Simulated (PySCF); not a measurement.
C2HNS (n.equiv.cchs)

```csv
atom,x (Å),y (Å),z (Å)
N,2.0463,-0.2106,-0.1414
C,0.8979,-0.0609,-0.0645
C,-0.5129,0.1413,0.0322
S,-1.5953,-1.0600,0.0286
H,-0.8184,1.1963,0.1131
```

Geometry: PBE0-D3(BJ)/ma-def2-SVP.

The calculation used DFT single point, gas phase, functional wB97X in PySCF.

Predict the electron density and electron localisation function between the atoms.

Answer. C–N (1.16 Å): ρ is about 3.6 e/Å³ halfway; the ELF peaks at about 0.85 between the atoms; a multiple bond.
C–C (1.43 Å): ρ is about 2 e/Å³ halfway; the ELF peaks at about 0.95 between the atoms, as expected for localised, covalent bonding.
C–S (1.62 Å): ρ at the midpoint is about 1.7 e/Å³; the ELF peaks at about 0.90 between the atoms (localised, covalent bonding).
C–H (1.10 Å): ρ at the midpoint is about 2.1 e/Å³; the ELF climbs to about 1 towards the hydrogen, as it does in any bond to H (an ordinary covalent bond to hydrogen).

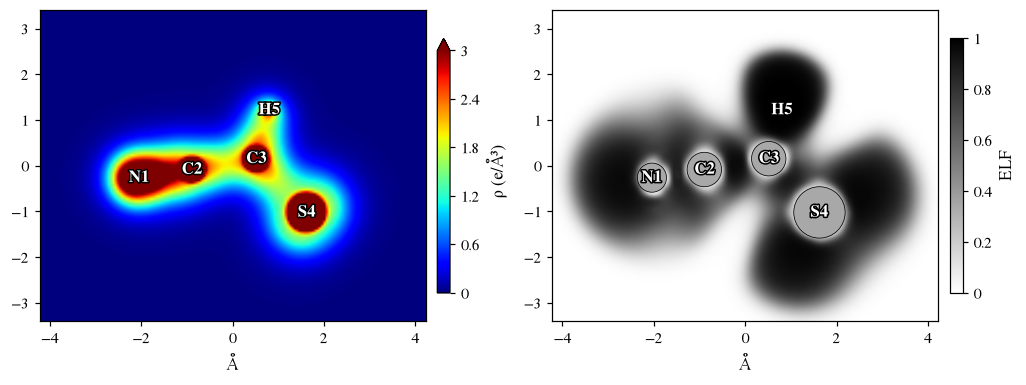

Computed electron density and electron localisation function on the molecular plane, in this order. Grey discs cover the atomic cores in the ELF map. 
